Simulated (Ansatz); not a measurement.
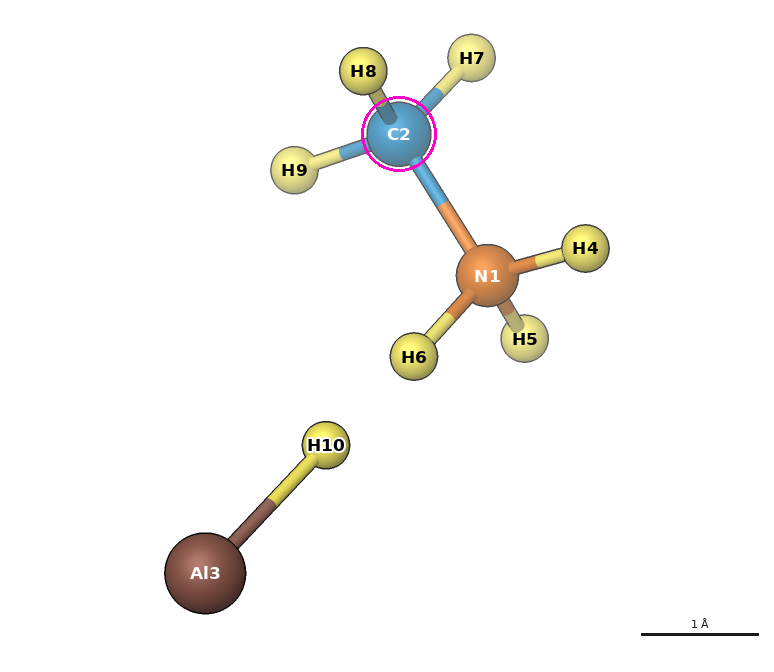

Orthographic view. Atoms fade into the background with distance from the viewer. State: charge +1, singlet. The computed structure is the end point of a PBE-D4/def2-SVP optimisation. No frequency run is at hand to confirm it as a minimum.

**Which atoms are bonded to the circled atom?**

The circled atom is C2; it is bonded to N1, H7, H8, H9.

**Which two atoms are farthest apart in space?**

Al3 and H7, 6.03 Å.

**Of N1 and H5, which is nearer the viewer?**

N1; the bond to H5 points away from the viewer, so it looks shorter than its 1.03 Å.

**Which atom is nearest the viewer?**

Al3, 2.1 Å in front of the mean position.
